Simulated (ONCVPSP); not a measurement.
# Pseudopotential generation, with input and output: Ir

Iridium (Ir, Z = 77), core [Kr] 4d10 4f14, reference valence 5s2 5p6 5d7 6s2, valence charge 17. Computed at this level: ONCV potential, PBE, scalar-relativistic, made with ONCVPSP 4.0.1.

### Results in brief

- outcome: generated
- cutoffs needed: 36 Ha and 43 Ha (the cutoffs at which the residual kinetic energy of the hardest occupied pseudo-wave falls to 1 and 0.1 mHa per electron)
- ghost test: no bound ghost flagged; GHOST(+) flagged for s at 226.5 eV
- largest excitation error: -149 meV (all-electron minus pseudo) for 5s2 5p5 5d7 6s2, out of 4 test configurations
- range over which the phases arctan(r R′/R) at the test radius agree within 0.05 rad (a looser test near the poles than one of phase shifts): s: over the whole range computed; p: up to about 1.0 Ha; d: over the whole range computed; f: not judged, local potential alone
- hardware: 1 CPU thread, shared host
- wall time: 2.7 s

### Input file
```
# ATOM AND REFERENCE CONFIGURATION
# atsym  z   nc   nv     iexc    psfile
  Ir 77.00   10    4        4      upf
#
#   n    l    f
    1    0    2.00
    2    0    2.00
    2    1    6.00
    3    0    2.00
    3    1    6.00
    3    2   10.00
    4    0    2.00
    4    1    6.00
    4    2   10.00
    4    3   14.00
    5    0    2.00
    5    1    6.00
    5    2    7.00
    6    0    2.00
#
# PSEUDOPOTENTIAL AND OPTIMIZATION
# lmax
    2
#
#   l,   rc,      ep,       ncon, nbas, qcut
    0    1.45    0.00    3    6    8.20
    1    1.65    0.00    5    9   10.60
    2    2.25    0.00    4    9    5.60
#
# LOCAL POTENTIAL
# lloc, lpopt,  rc(5),   dvloc0
    4    1    1.10    0.00
#
# VANDERBILT-KLEINMAN-BYLANDER PROJECTORs
# l, nproj, debl
    0    2    3.10
    1    1    0.30
    2    2    3.80
#
# MODEL CORE CHARGE
# icmod, fcfact, rcfact
    0    0.00    0.00
#
# LOG DERIVATIVE ANALYSIS
# epsh1, epsh2, depsh
   -5.00    5.00    0.04
#
# OUTPUT GRID
# rlmax, drl
    6.00    0.01
#
# TEST CONFIGURATIONS
# ncnf
    4
# nvcnf
#   n    l    f
    4
    5    0    2.00
    5    1    6.00
    5    2    7.00
    6    0    1.00
#
    4
    5    0    2.00
    5    1    6.00
    5    2    7.00
    6    0    0.00
#
    4
    5    0    2.00
    5    1    6.00
    5    2    6.00
    6    0    0.00
#
    4
    5    0    2.00
    5    1    5.00
    5    2    7.00
    6    0    2.00
#
```

Command:
```bash
oncvpsp.x < Ir.dat > Ir.out
```

### The program's output (extracts)
```
ONCVPSP  (Optimized Norm-Conservinng Vanderbilt PSeudopotential)
scalar-relativistic version 4.0.1

#   n    l    f        energy (Ha)
    1    0    2.00    -2.7980481E+03
    2    0    2.00    -4.8946590E+02
    2    1    6.00    -4.2516168E+02
    3    0    2.00    -1.1448287E+02
    3    1    6.00    -9.5683617E+01
    3    2   10.00    -7.5010334E+01
    4    0    2.00    -2.4423332E+01
    4    1    6.00    -1.8259112E+01
    4    2   10.00    -1.0693580E+01
    4    3   14.00    -2.2855007E+00
    5    0    2.00    -3.6009185E+00
    5    1    6.00    -2.0101431E+00
    5    2    7.00    -2.6266829E-01
    6    0    2.00    -2.3267220E-01

Reference configufation results
  iterations    27
  all-electron total energy (Ha)   -1.78275495D+04

Begin loop to  construct optimized pseudo wave functions
and semi-local pseudopoentials for all angular momenta

Calculating optimized projector #   1

 for l=   0

    Fraction of norm inside rc  0.919822
    Optimizing pswf for qcut=   8.20 a_B^-1,  ecut=  33.60 Ha
    Residual kinetic energy error=  1.31D-05 Ha

    Energy error per electron        Cutoff
         Ha          eV             Ha
         0.01000     0.27211       20.49
         0.00100     0.02721       25.52
         0.00010     0.00272       29.53
         0.00001     0.00027       47.31

Calculating optimized projector #   2

 for l=   0

    Fraction of norm inside rc  0.049599
    Optimizing pswf for qcut=   8.20 a_B^-1,  ecut=  33.60 Ha
    Residual kinetic energy error=  5.24D-06 Ha

    Energy error per electron        Cutoff
         Ha          eV             Ha
         0.01000     0.27211       16.92
         0.00100     0.02721       23.71
         0.00010     0.00272       28.50
         0.00001     0.00027       32.66

Calculating optimized projector #   1

 for l=   1

    Fraction of norm inside rc  0.901913
    Optimizing pswf for qcut=  10.60 a_B^-1,  ecut=  56.21 Ha
    Residual kinetic energy error=  1.06D-07 Ha

    Energy error per electron        Cutoff
         Ha          eV             Ha
         0.01000     0.27211       27.90
         0.00100     0.02721       36.47
         0.00010     0.00272       42.79
         0.00001     0.00027       47.96

   Wellstate for l =  2  n =  8
     eigenvalue =   3.5373
     asymptotic potential =   4.0373
     half-point radius =  4.0783

Calculating optimized projector #   1

 for l=   2

    Fraction of norm inside rc  0.802974
    Optimizing pswf for qcut=   5.60 a_B^-1,  ecut=  15.68 Ha
    Residual kinetic energy error=  9.49D-05 Ha

    Energy error per electron        Cutoff
         Ha          eV             Ha
         0.01000     0.27211       10.90
         0.00100     0.02721       13.38
         0.00010     0.00272       16.47
         0.00001     0.00027       55.13

Calculating optimized projector #   2

 for l=   2

    Fraction of norm inside rc  0.169033
    Optimizing pswf for qcut=   5.60 a_B^-1,  ecut=  15.68 Ha
    Residual kinetic energy error=  1.78D-03 Ha

    Energy error per electron        Cutoff
         Ha          eV             Ha
         0.01000     0.27211       13.27
         0.00100     0.02721       17.29
         0.00010     0.00272       61.23
         0.00001     0.00027       77.40

Construct Vanderbilt / Kleinmman-Bylander projectors

B matrix Hermiticity error, ll=   0
   1   2    5.5459E-04

  Orthonormal projector coefficients  1.3690E+01  1.8536E+00

B matrix Hermiticity error, ll=   2
   1   2    3.1722E-04

  Orthonormal projector coefficients  4.7452E+00 -1.6162E+00

Pseudoatom total energy -104.388696

Diagnostic tests using Vanderbilt-Kleinman-Bylander pseudopotentials
  1 or more projectors used as specified by nproj input data

   l    rcore       rmatch      e in        delta e   norm test  slope test

   0   1.4511810   1.4952420  -3.6009185   0.0000142   1.0002585   1.0002572
   0   1.4511810   1.4952420  -0.2326722   0.0000099   1.0000764   1.0000582

   1   1.6553017   1.7055602  -2.0101431  -0.0000036   0.9999952   1.0000005

   2   2.2592909   2.3278879  -0.2626683  -0.0000019   1.0000567   1.0000614
   2   2.2592909   2.3278879   3.5373317   0.0000205   1.0001116   1.0001116

 Testing for bound ghosts
   n   l    E NL Schr. Eq   E Basis Diag.   E Cutoff

   1   0       -3.600904       -3.600905     60.98
   2   0       -0.232662       -0.145119     60.98

   2   1       -2.010147       -2.010143    111.00

   3   2       -0.262670       -0.262397     86.95

 Testing for highly-localized positive-energy ghosts
       l    <radius>/rc     E Basis Diag.   E Cutoff

       0        0.680483        8.325419     60.98  WARNING - GHOST(+)

Test configuration 0

   n   l     f        eae           eps        diff
   1   0  2.0000-2798.04809588
   2   0  2.0000 -489.46589911
   2   1  6.0000 -425.16167727
   3   0  2.0000 -114.48286607
   3   1  6.0000  -95.68361679
   3   2 10.0000  -75.01033426
   4   0  2.0000  -24.42333224
   4   1  6.0000  -18.25911217
   4   2 10.0000  -10.69358011
   4   3 14.0000   -2.28550074
   5   0  2.0000   -3.60091853   -3.60090435    1.42D-05
   5   1  6.0000   -2.01014307   -2.01014672   -3.65D-06
   5   2  7.0000   -0.26266829   -0.26267023   -1.93D-06
   6   0  2.0000   -0.23267220   -0.23266227    9.93D-06

    Total energies and differences
      AE_ref= -1.78275495D+04  AE_tst= -1.78275495D+04  dif=  0.00D+00
      PS_ref= -1.04388696D+02  PS_tst= -1.04388696D+02  dif= -2.98D-13
      PSP excitation error=  2.98D-13

Test configuration 1

   n   l     f        eae           eps        diff
   1   0  2.0000-2798.35470907
   2   0  2.0000 -489.77016094
   2   1  6.0000 -425.46599407
   3   0  2.0000 -114.78754322
   3   1  6.0000  -95.98829847
   3   2 10.0000  -75.31483082
   4   0  2.0000  -24.72827796
   4   1  6.0000  -18.56402584
   4   2 10.0000  -10.99838306
   4   3 14.0000   -2.59031417
   5   0  2.0000   -3.90655020   -3.90758046   -1.03D-03
   5   1  6.0000   -2.31690693   -2.31748720   -5.80D-04
   5   2  7.0000   -0.56312981   -0.56337864   -2.49D-04
   6   0  1.0000   -0.49856597   -0.49849101    7.50D-05

    Total energies and differences
      AE_ref= -1.78275495D+04  AE_tst= -1.78271865D+04  dif=  3.63D-01
      PS_ref= -1.04388696D+02  PS_tst= -1.04025531D+02  dif=  3.63D-01
      PSP excitation error= -8.82D-05

Test configuration 2

   n   l     f        eae           eps        diff
   1   0  2.0000-2798.70196854
   2   0  2.0000 -490.11424978
   2   1  6.0000 -425.81016652
   3   0  2.0000 -115.13187023
   3   1  6.0000  -96.33263159
   3   2 10.0000  -75.65896240
   4   0  2.0000  -25.07279106
   4   1  6.0000  -18.90848291
   4   2 10.0000  -11.34267453
   4   3 14.0000   -2.93449682
   5   0  2.0000   -4.25079574   -4.25340272   -2.61D-03
   5   1  6.0000   -2.66153524   -2.66307344   -1.54D-03
   5   2  7.0000   -0.89701874   -0.89764756   -6.29D-04

    Total energies and differences
      AE_ref= -1.78275495D+04  AE_tst= -1.78265445D+04  dif=  1.01D+00
      PS_ref= -1.04388696D+02  PS_tst= -1.03383416D+02  dif=  1.01D+00
      PSP excitation error= -2.32D-04

Test configuration 3

   n   l     f        eae           eps        diff
   1   0  2.0000-2799.22383653
   2   0  2.0000 -490.63795303
   2   1  6.0000 -426.33388224
   3   0  2.0000 -115.65307094
   3   1  6.0000  -96.85382859
   3   2 10.0000  -76.18063118
   4   0  2.0000  -25.59267880
   4   1  6.0000  -19.42831770
   4   2 10.0000  -11.86248919
   4   3 14.0000   -3.45341320
   5   0  2.0000   -4.76140101   -4.76325148   -1.85D-03
   5   1  6.0000   -3.16226565   -3.16348221   -1.22D-03
   5   2  6.0000   -1.35549971   -1.35499827    5.01D-04

    Total energies and differences
      AE_ref= -1.78275495D+04  AE_tst= -1.78254221D+04  dif=  2.13D+00
      PS_ref= -1.04388696D+02  PS_tst= -1.02260644D+02  dif=  2.13D+00
      PSP excitation error= -6.27D-04

Test configuration 4

   n   l     f        eae           eps        diff
   1   0  2.0000-2798.61082411
   2   0  2.0000 -490.00795595
   2   1  6.0000 -425.70542145
   3   0  2.0000 -115.01713663
   3   1  6.0000  -96.21808707
   3   2 10.0000  -75.54447164
   4   0  2.0000  -24.95643387
   4   1  6.0000  -18.79220007
   4   2 10.0000  -11.22584531
   4   3 14.0000   -2.81362920
   5   0  2.0000   -4.09666802   -4.10714755   -1.05D-02
   5   1  5.0000   -2.48699279   -2.49316009   -6.17D-03
   5   2  7.0000   -0.67984127   -0.67931803    5.23D-04
   6   0  2.0000   -0.54674976   -0.54741362   -6.64D-04

    Total energies and differences
      AE_ref= -1.78275495D+04  AE_tst= -1.78253098D+04  dif=  2.24D+00
      PS_ref= -1.04388696D+02  PS_tst= -1.02143434D+02  dif=  2.25D+00
      PSP excitation error= -5.49D-03
```

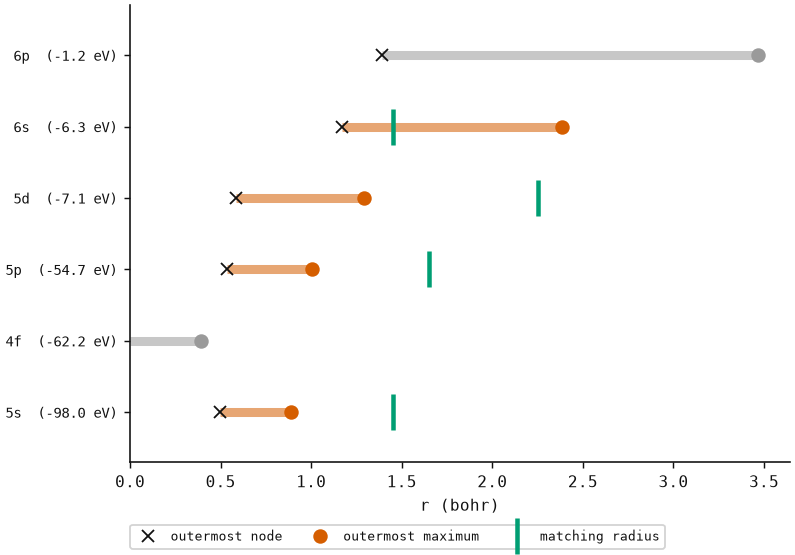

Figure 1. Outer shells of the all-electron reference atom: each bar runs from the outermost node (or the nucleus) to the outermost maximum of u(r); the tick is the radius chosen for the pseudo-wave. Shells without a tick have no pseudo-wave of their own. Levels, nodes and maxima are from ld1.x, scalar-relativistic.

- Radii against the shells: 5s: 1.45 bohr, outside the maximum; 5p: 1.65 bohr, outside the maximum; 5d: 2.25 bohr, outside the maximum; 6s: 1.45 bohr, between node and maximum.

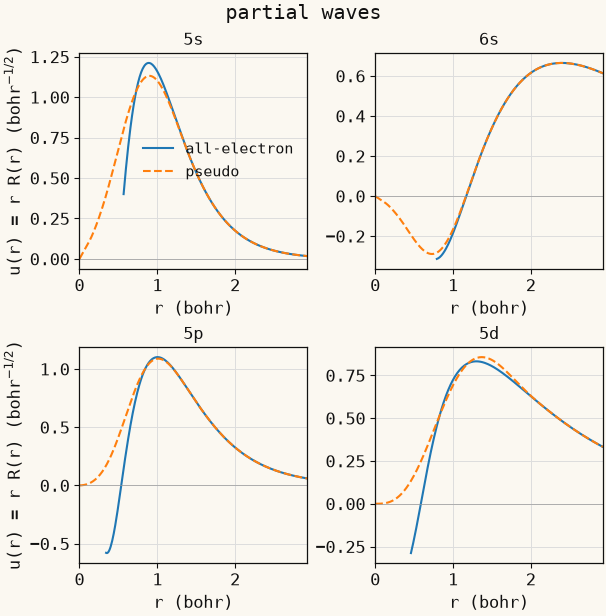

Figure 2. All-electron valence functions (solid) with their pseudo partners (dashed). The innermost oscillations of some all-electron curves aren't drawn. Reference configuration 5s2 5p6 5d7 6s2.

- Matching radii: 5s at 1.45 bohr; 6s at 1.45 bohr; 5p at 1.65 bohr; 5d at 2.25 bohr. The curves merge smoothly, so the plot gives these only roughly.
- Nodes of the pseudo-waves: 5s has no node; 6s has a node at about 1.2 bohr; 5p has no node; 5d has no node. A node in 6s is expected, since a lower shell of the same l is also in the valence and the two must stay orthogonal.

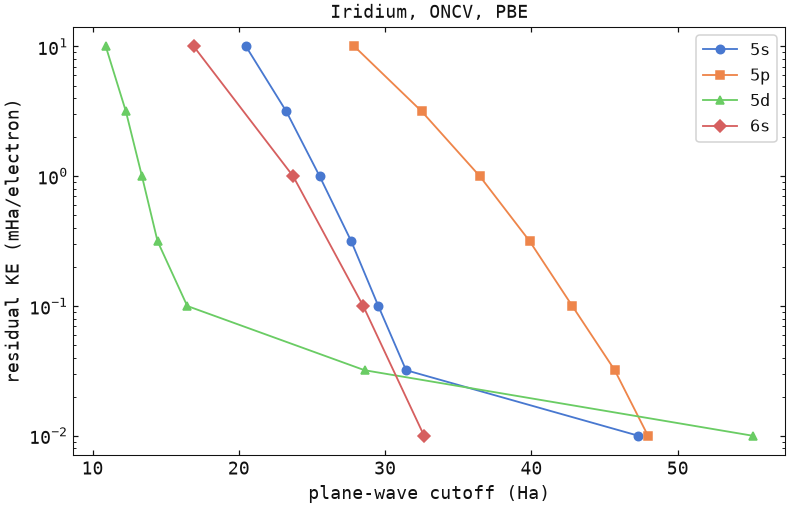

Figure 3. Residual kinetic energy of the pseudo-waves (the first of each channel, and further valence shells) beyond the plane-wave cutoff, as the generator prints it.

- Cutoffs for 1 mHa per electron: 5p: 36 Ha; 5s: 26 Ha; 6s: 24 Ha; 5d: 13 Ha.
- Cutoffs for the occupied states: 36 Ha for 1 mHa and 43 Ha for 0.1 mHa per electron. The first is set by 5p.
- Hardest wave at 1 mHa per electron: 5p, with rc = 1.65 bohr and qcut = 10.6 1/bohr. The optimisation minimises, but can't always remove, the kinetic energy above qcut²/2 = 56.2 Ha, and a larger rc would as a rule soften the wave at some cost in transferability.
